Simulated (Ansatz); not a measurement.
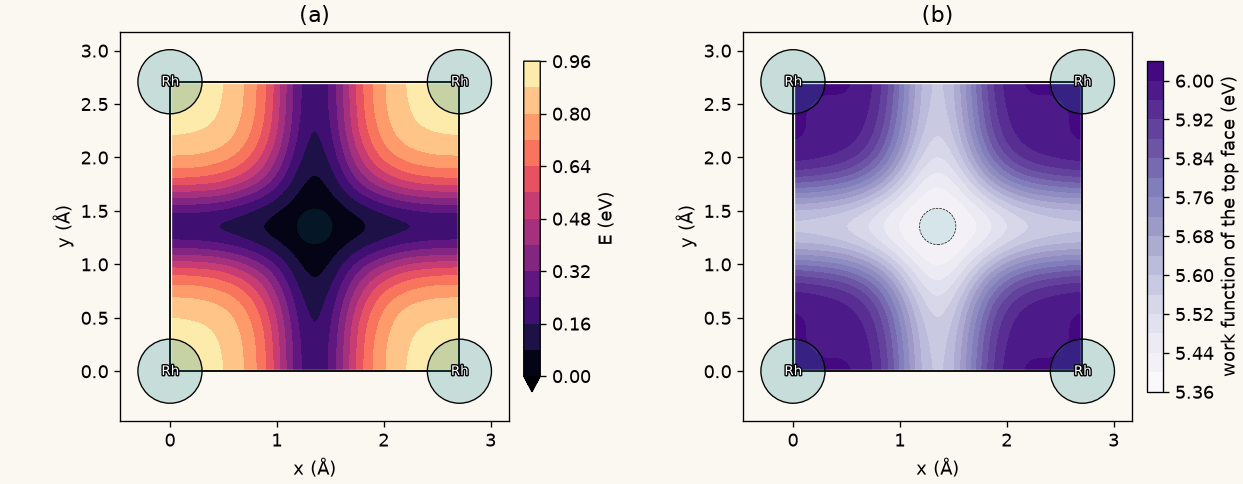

O on a Rh(100) slab cut from the Fm-3m phase, its upper half relaxed before the scan (12 atoms of substrate and one adsorbate in a 2 × 2 cell). O is moved over the surface cell; relaxed at each place: the height of the adsorbate's atoms; substrate rigid; the origin of the map has the adsorbate above Rh9. Places are given modulo a cell vector. The map is drawn in real space over the plane of the surface. Grid: 6 × 6 points; 10 points were computed and 26 follow by symmetry. Places are given in fractions of the 1 × 1 surface cell. All energies are given in eV relative to the lowest grid point. The runs have no spin polarisation; a magnetic state may lie lower. These are results of Ansatz 0.2.0, DFT PBE, scalar-relativistic, plane waves, PAW, not measurements. Settings: cutoff 420 eV, k-mesh 5×5×1, gaussian smearing 0.1 eV, no spin polarisation.

Panel (a) is the energy; panel (b) is the computed work function of the top face, in eV.

Drawn: filled contours, labelled circles for the atoms of the top layer and small ones for the second layer, the outline of one cell of the plane. Between grid points the surface is interpolated.

**How does the work function of the top face vary over the map, and what is it at the lowest grid point?**

It runs from 5.39 eV at a fourfold hollow over a second-layer Rh atom, (3/6, 3/6) of the cell vectors to 6.01 eV at the top site over a surface Rh atom, (0/6, 0/6) of the cell vectors. At the lowest grid point, a fourfold hollow over a second-layer Rh atom, (3/6, 3/6) of the cell vectors, it is 5.39 eV.

```csv
"second ↓, first →",0/6,1/6,2/6,3/6,4/6,5/6
5/6,6.00,5.99,5.83,5.57,5.83,5.99
4/6,5.87,5.83,5.66,5.46,5.66,5.83
3/6,5.59,5.57,5.46,5.39,5.46,5.57
2/6,5.87,5.83,5.66,5.46,5.66,5.83
1/6,6.00,5.99,5.83,5.57,5.83,5.99
0/6,6.01,6.00,5.87,5.59,5.87,6.00
```

PAW datasets: the set soft_1.
